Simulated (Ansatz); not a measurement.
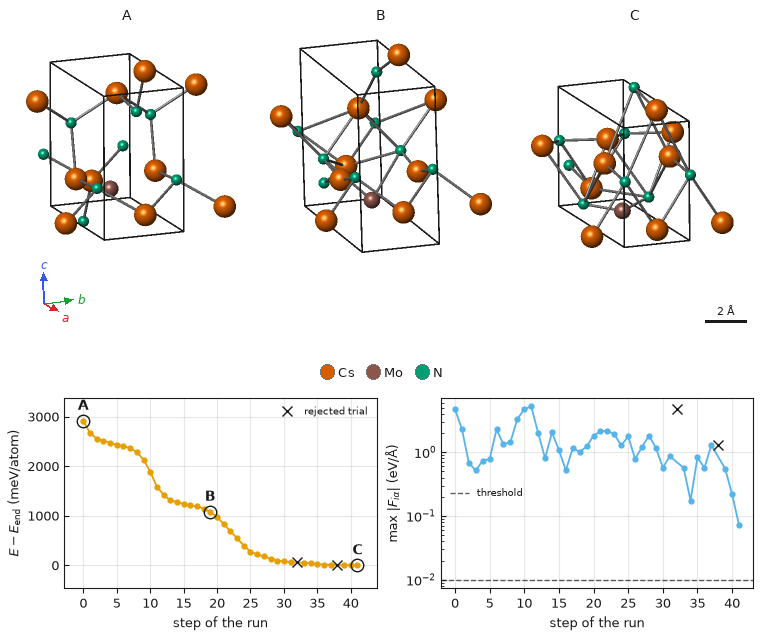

Frames of a relaxation of crystalline Cs$_{3}$MoN$_{3}$ (built on the Zn3PBr3-6 type type), marked on the history of the run. Style: ball-and-stick. Shown: the cell of the calculation, slightly off an axis.

All numbers below come from DFT, PBEsol, plane waves, PAW in Ansatz 0.2.0.

The input:
```yaml
crystal:
  lattice:
    - [6.89999444, 0.0, 0.0]
    - [0.0, 4.1905096, 0.0]
    - [-0.07981649, 0.0, 7.25132872]
  atoms:
    - { symbol: Cs, position: [0.47408863, 0.0, 0.29938736] }
    - { symbol: Cs, position: [0.50049095, 0.5, 0.87470843] }
    - { symbol: Cs, position: [0.02618432, 0.5, 0.15104887] }
    - { symbol: Mo, position: [0.37090249, 0.5, 0.17739717] }
    - { symbol: "N", position: [0.86933168, 0.0, 0.32860365] }
    - { symbol: "N", position: [0.86717339, 0.5, 0.83224823] }
    - { symbol: "N", position: [0.38782754, 0.0, 0.66995428] }
kpoints:
  mp_grid: { grid: [4, 6, 4] }
hamiltonian:
  xc: pbesol
scf:
  occupations: { method: fermi_dirac, width: 0.03 }
relax:
  f_tol: 0.01
  cell: {}
  max_steps: 120
```

Command:
```bash
ansatz run input.yaml --threads 4 --pin off --max-ram 4608MiB --backend cpu --events-out ev --progress --plain --runs-dir out
```

What happens along the run?

Answer. The run was cut off at its time limit before the relaxation converged, so the last structure is only a point on the way. Over 39 accepted moves (41 points after the start) the energy falls by 2917 meV per atom. Largest force component: 4.7 eV/Å at the start, 0.072 eV/Å at the end. Pressure: 5.14 GPa at the start and −0.07 GPa at the end. The line search rejected the trial steps at points 32, 38 of the run. N7 moves most relative to the cell: 3.14 Å along −c. Largest moves by element: N 3.14 Å, Cs 2.66 Å, Mo 1.01 Å. Cell: a 6.900 → 8.456 Å (+22.5 %), b 4.191 → 3.441 Å (−17.9 %), c 7.252 → 6.017 Å (−17.0 %). Volume −16.5 %. Among the contacts that change: Cs2–N5 6.218 → 2.660 Å, Cs3–N5 6.402 → 3.818 Å, Mo4–N6 4.264 → 1.702 Å, Cs2–N7 6.193 → 3.760 Å. New bonds form, among them: Cs1–N6 (4.84 → 3.01 Å), Cs2–N5 (6.22 → 2.66 Å), Cs2–N7 (6.19 → 3.76 Å), Cs3–N7 (4.96 → 3.61 Å). Bonds break, among them: Cs2–N6 (2.55 → 4.88 Å). Among the angles between lasting bonds that change: Cs1–N7–Cs2 118.4° → 69.5°, Cs2–N7–Cs2 102.9° → 59.0°, N7–Cs2–N7 102.9° → 59.0°. The space group stays Pm (No. 6). From step 0 to 19: N6 moves most (2.25 Å), volume +11.7 %, energy −1836 meV per atom. From step 19 to 41: Cs and N atoms move most (1.56 Å), volume −25.2 %, energy −1081 meV per atom.

```csv
step,"E − E(0), meV/atom","largest force component, eV/Å","pressure, GPa","volume, Å³/atom",note
0,0.00,4.7008,5.14,29.953,
1,-248.28,2.3020,0.14,30.364,
2,-356.43,0.6804,-0.71,29.687,
3,-405.20,0.5192,-0.29,29.333,
4,-441.01,0.7378,-0.46,29.866,
5,-487.23,0.7825,-0.27,30.184,
6,-511.48,2.2871,1.04,30.513,
7,-549.82,1.3269,-0.46,31.322,
8,-630.78,1.4448,-0.45,31.039,
9,-783.85,3.3093,-0.38,30.731,
10,-1025.06,4.7199,-0.23,30.514,
12,-1491.08,2.0213,6.75,30.618,
13,-1607.34,0.8042,2.88,33.323,
15,-1677.44,1.0842,-0.22,35.459,
17,-1727.17,1.1581,-0.84,34.891,
18,-1770.25,1.0094,-0.93,34.122,
20,-1944.78,1.8142,-1.47,32.964,
21,-2080.95,2.1246,-1.61,32.600,
23,-2371.25,1.9031,-1.78,31.690,
25,-2638.13,1.7666,-0.01,30.532,
26,-2697.65,0.7825,0.72,30.137,
28,-2781.56,1.8163,-0.99,28.822,
30,-2835.79,0.5745,0.23,28.181,
31,-2851.87,0.8630,-0.41,28.127,
33,-2865.31,0.5696,-0.36,27.942,
34,-2878.11,0.1748,-0.35,27.760,
36,-2902.98,0.5671,-0.22,26.071,
38,-2904.86,1.3090,1.20,24.610,rejected
39,-2913.95,0.5506,-0.01,24.714,
41,-2917.04,0.0718,-0.07,25.005,
```

Limits of the set-up: layers or molecules are held without a dispersion correction, so their spacing is unreliable.
